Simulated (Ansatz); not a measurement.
## Run report: CH7FO3Si, geometry relaxation (part 2 of 2)

The same run, continued: CH7FO3Si; RKS LDA/def2-SVP (Ansatz 0.2.0). It belongs to a series of runs on one base structure; here: end point B relaxed.

Geometry of the input (Å):
```
Si -0.7915  0.4246  -0.7382
C  1.2822  -0.7550  1.3625
O  -1.8568  1.0776  -1.7971
O  -0.4541  -1.0684  -1.3158
O  0.5473  1.3406  -0.5427
H  0.3857  -0.2135  1.6704
F  -1.5161  0.3396  0.7442
H  1.0685  -1.2929  0.4136
H  2.1530  -0.0742  1.2085
H  1.5516  -1.4867  2.1569
H  -2.2318  1.9513  -1.5722
H  -1.1376  -1.4136  -1.9192
H  0.9997  1.1707  0.3291
```

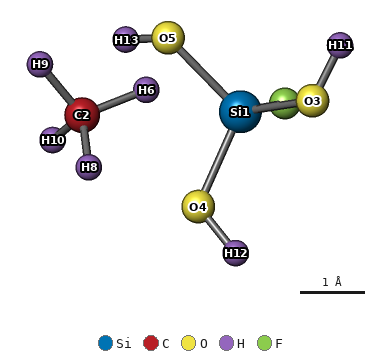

The geometry at step 8 of the log (ball-and-stick view, seen at a tilt; atoms are numbered from 1 in the order of the input).

Trajectory as extended XYZ, continued
```
13
Properties=species:S:1:pos:R:3:forces:R:3 step=3 energy=-17778.39146
Si   -0.8533    0.4498   -0.7901   -0.2146   0.0384   0.1726
C     1.3665   -0.7844    1.4442    0.0694  -0.0422  -0.0780
O    -1.8998    1.1375   -1.8441    0.0577   0.0484   0.0465
O    -0.5232   -1.0428   -1.3736   -0.0082   0.0241   0.0578
O     0.4976    1.3408   -0.5696    0.0351  -0.0657   0.2037
H     0.4303   -0.2735    1.7461   -0.0365   0.0383   0.0105
F    -1.5715    0.3384    0.6706    0.1435  -0.0456  -0.2550
H     1.1846   -1.3473    0.5037   -0.0017   0.0244   0.0335
H     2.2018   -0.0660    1.2935   -0.0461  -0.0085   0.0139
H     1.6607   -1.4897    2.2471   -0.0092   0.0236  -0.0153
H    -2.2567    2.0128   -1.6110    0.0120  -0.0133  -0.0215
H    -1.2049   -1.3869   -1.9792    0.0246  -0.0414   0.0154
H     0.9680    1.1113    0.2626   -0.0261   0.0196  -0.1840
13
Properties=species:S:1:pos:R:3:forces:R:3 step=4 energy=-17778.39882
Si   -0.8556    0.4391   -0.7763    0.0078   0.0858  -0.0828
C     1.3560   -0.7621    1.4229   -0.0752   0.0100   0.0109
O    -1.8791    1.1502   -1.8368    0.0628  -0.0046   0.0399
O    -0.5264   -1.0536   -1.3600   -0.0254   0.0114   0.0097
O     0.5024    1.3137   -0.5333   -0.0874   0.0166  -0.0099
H     0.4118   -0.2634    1.7355    0.0769  -0.0404  -0.0226
F    -1.5829    0.3129    0.6663   -0.0474  -0.0457   0.0529
H     1.1754   -1.3251    0.4832    0.0016   0.0158   0.0161
H     2.1763   -0.0283    1.2718    0.0078  -0.0071   0.0087
H     1.6664   -1.4630    2.2222    0.0069   0.0046   0.0084
H    -2.2245    2.0294   -1.6039    0.0032   0.0167  -0.0109
H    -1.2027   -1.3999   -1.9700    0.0263  -0.0424   0.0130
H     0.9829    1.0500    0.2784    0.0421  -0.0207  -0.0336
13
Properties=species:S:1:pos:R:3:forces:R:3 step=5 energy=-17778.39452 accepted=F
Si   -0.8863    0.4565   -0.7670   -0.2691  -0.5875   0.1704
C     1.3456   -0.7507    1.4230    0.0084  -0.0376  -0.0869
O    -1.8892    1.1966   -1.8006   -0.3588   0.4452  -0.2264
O    -0.4951   -0.9967   -1.4056    0.0738  -0.1971  -0.0677
O     0.4192    1.3699   -0.4741    0.1481   0.2001  -0.1053
H     0.4029   -0.2649    1.7444   -0.0118   0.0072   0.0255
F    -1.6476    0.1858    0.6451    0.0772   0.0971  -0.1086
H     1.1642   -1.3056    0.4800   -0.0353  -0.0248  -0.0261
H     2.1545   -0.0069    1.2660    0.0519   0.0454   0.0531
H     1.6819   -1.4574    2.2054    0.0067   0.0018   0.0325
H    -2.1162    2.1290   -1.6267    0.0106  -0.1136  -0.0282
H    -1.1776   -1.5346   -1.8529    0.1307   0.2368   0.1664
H     1.0439    0.9791    0.1630    0.1677  -0.0733   0.2013
13
Properties=species:S:1:pos:R:3:forces:R:3 step=6 energy=-17778.40825
Si   -0.8734    0.4494   -0.7729   -0.0408  -0.1162  -0.0274
C     1.3523   -0.7576    1.4233   -0.0515   0.0117  -0.0210
O    -1.8897    1.1728   -1.8226   -0.0616   0.0790  -0.0500
O    -0.5044   -1.0255   -1.3767    0.0706  -0.0151   0.0287
O     0.4593    1.3474   -0.5077    0.0896   0.0052   0.0481
H     0.4098   -0.2601    1.7361    0.0374  -0.0203  -0.0038
F    -1.6134    0.2558    0.6565   -0.0356   0.0028   0.0296
H     1.1735   -1.3125    0.4792   -0.0076  -0.0082  -0.0026
H     2.1726   -0.0225    1.2811    0.0287   0.0161   0.0184
H     1.6645   -1.4640    2.2164    0.0090  -0.0067   0.0133
H    -2.1862    2.0753   -1.6146   -0.0094   0.0203  -0.0019
H    -1.1886   -1.4608   -1.9145   -0.0088   0.0089   0.0132
H     1.0237    1.0022    0.2164   -0.0199   0.0225  -0.0447
13
Properties=species:S:1:pos:R:3:forces:R:3 step=7 energy=-17778.40952
Si   -0.8853    0.4533   -0.7669   -0.0196  -0.0585  -0.0328
C     1.3623   -0.7631    1.4134   -0.0298   0.0068  -0.0238
O    -1.8864    1.1786   -1.8311   -0.0434   0.0455  -0.0434
O    -0.5036   -1.0247   -1.3548    0.0410  -0.0122   0.0092
O     0.4463    1.3521   -0.4933    0.0456   0.0009   0.0327
H     0.4128   -0.2685    1.7080    0.0208  -0.0184   0.0148
F    -1.6473    0.2686    0.6522   -0.0087  -0.0052   0.0283
H     1.2031   -1.3177    0.4656   -0.0109  -0.0004   0.0000
H     2.1824   -0.0245    1.2885    0.0193   0.0116   0.0122
H     1.6611   -1.4688    2.2126    0.0016  -0.0016   0.0097
H    -2.1762    2.0853   -1.6312   -0.0061   0.0132   0.0004
H    -1.1831   -1.4730   -1.8883   -0.0052   0.0084   0.0165
H     1.0140    1.0025    0.2251   -0.0046   0.0102  -0.0238
13
Properties=species:S:1:pos:R:3:forces:R:3 step=8 energy=-17778.41089
Si   -0.8951    0.4564   -0.7699   -0.0486  -0.0182   0.0481
C     1.3620   -0.7615    1.4145   -0.0247  -0.0163  -0.0021
O    -1.8876    1.1894   -1.8378   -0.0514   0.0746  -0.0223
O    -0.4903   -1.0183   -1.3511   -0.0304  -0.0536  -0.0646
O     0.4297    1.3622   -0.4854    0.0236  -0.0062   0.0027
H     0.4220   -0.2785    1.7549    0.0260  -0.0022  -0.0108
F    -1.6722    0.2578    0.6411    0.0258   0.0099  -0.0398
H     1.1772   -1.2773    0.4484    0.0031  -0.0017   0.0319
H     2.1815   -0.0188    1.3040   -0.0019   0.0081   0.0114
H     1.6790   -1.4996    2.1786   -0.0054   0.0139  -0.0336
H    -2.1576    2.1061   -1.6485    0.0206  -0.0675  -0.0047
H    -1.1717   -1.5077   -1.8479    0.0540   0.0598   0.0678
H     1.0232    0.9901    0.1990    0.0094  -0.0005   0.0159
13
Properties=species:S:1:pos:R:3:forces:R:3 step=9 energy=-17778.41114
Si   -0.8967    0.4582   -0.7715   -0.0247  -0.0031   0.0425
C     1.3622   -0.7622    1.4129   -0.0156  -0.0231   0.0064
O    -1.8864    1.1916   -1.8426    0.0125  -0.0871  -0.0336
O    -0.4887   -1.0176   -1.3479    0.1087   0.0712   0.0409
O     0.4296    1.3620   -0.4852   -0.0017  -0.0011  -0.0078
H     0.4233   -0.2845    1.7637    0.0219  -0.0077  -0.0131
F    -1.6778    0.2617    0.6372    0.0200   0.0100  -0.0332
H     1.1743   -1.2686    0.4423    0.0041   0.0102   0.0295
H     2.1793   -0.0155    1.3096   -0.0041  -0.0013   0.0045
H     1.6847   -1.5097    2.1657   -0.0094   0.0243  -0.0297
H    -2.1550    2.1057   -1.6542   -0.0250   0.0800   0.0227
H    -1.1697   -1.5121   -1.8313   -0.1004  -0.0638  -0.0488
H     1.0210    0.9912    0.2013    0.0138  -0.0086   0.0197
13
Properties=species:S:1:pos:R:3:forces:R:3 step=10 energy=-17778.41179
Si   -0.8946    0.4587   -0.7719   -0.0108   0.0034   0.0304
C     1.3586   -0.7604    1.4100    0.0001  -0.0137   0.0088
O    -1.8863    1.1933   -1.8405    0.0005  -0.0323  -0.0163
O    -0.4824   -1.0144   -1.3523    0.0283   0.0060  -0.0202
O     0.4309    1.3633   -0.4832    0.0210  -0.0153   0.0142
H     0.4192   -0.2823    1.7570    0.0061  -0.0074  -0.0034
F    -1.6746    0.2558    0.6361    0.0059   0.0103  -0.0215
H     1.1745   -1.2660    0.4388    0.0029   0.0110   0.0098
H     2.1764   -0.0137    1.3128   -0.0013  -0.0052  -0.0019
H     1.6776   -1.5097    2.1616   -0.0052   0.0135  -0.0085
H    -2.1551    2.1081   -1.6498   -0.0086   0.0251   0.0128
H    -1.1704   -1.5211   -1.8174   -0.0189  -0.0028   0.0094
H     1.0264    0.9883    0.1989   -0.0200   0.0074  -0.0136
13
Properties=species:S:1:pos:R:3:forces:R:3 step=11 energy=-17778.41235
Si   -0.8941    0.4625   -0.7806    0.0111   0.0071   0.0021
C     1.3596   -0.7605    1.4129    0.0213   0.0104  -0.0015
O    -1.8888    1.2019   -1.8439   -0.0013   0.0254   0.0111
O    -0.4757   -1.0057   -1.3701   -0.1191  -0.1021  -0.1012
O     0.4320    1.3646   -0.4868    0.0351  -0.0293   0.0312
H     0.4168   -0.2885    1.7564   -0.0160   0.0022   0.0071
F    -1.6738    0.2492    0.6252   -0.0141   0.0059   0.0039
H     1.1854   -1.2555    0.4353    0.0010   0.0032  -0.0126
H     2.1763   -0.0103    1.3331   -0.0087  -0.0082  -0.0079
H     1.6743   -1.5174    2.1573   -0.0004  -0.0056   0.0133
H    -2.1602    2.1154   -1.6443    0.0073  -0.0319   0.0006
H    -1.1812   -1.5387   -1.7855    0.1282   0.1036   0.0932
H     1.0295    0.9831    0.1910   -0.0445   0.0194  -0.0391
13
Properties=species:S:1:pos:R:3:forces:R:3 step=12 energy=-17778.41421
Si   -0.8921    0.4680   -0.8026   -0.0091  -0.0032   0.0236
C     1.3562   -0.7602    1.4101   -0.0007   0.0052   0.0047
O    -1.8870    1.2346   -1.8448    0.0066   0.0013  -0.0224
O    -0.4697   -0.9901   -1.4130    0.0153  -0.0029  -0.0041
O     0.4385    1.3593   -0.4982   -0.0029  -0.0042   0.0026
H     0.3958   -0.3159    1.7434   -0.0029  -0.0029  -0.0008
F    -1.6793    0.2358    0.5975    0.0112  -0.0172   0.0001
H     1.2120   -1.2416    0.4206   -0.0036  -0.0004   0.0019
H     2.1537    0.0122    1.3558    0.0048  -0.0019   0.0005
H     1.6772   -1.5201    2.1496   -0.0023   0.0029  -0.0071
H    -2.1499    2.1430   -1.6159   -0.0060   0.0049  -0.0026
H    -1.1804   -1.5961   -1.6863   -0.0089   0.0210   0.0141
H     1.0252    0.9711    0.1838   -0.0016  -0.0026  -0.0104
```

Summary

```json
{"quantity": "outcome", "value": "converged"}
{"quantity": "total energy", "value": "−17778.4142 eV"}
{"quantity": "mean-field energy", "value": "−17778.4142 eV"}
{"quantity": "largest force (length of the vector) at the end", "value": "0.027 eV/Å"}
{"quantity": "hardware", "value": "4 threads of Arm Neoverse N1, 16 GiB of memory available, shared host"}
{"quantity": "wall time", "value": "21 s (CPU time 73 s)"}
{"quantity": "peak memory", "value": "0.17 GiB"}
```
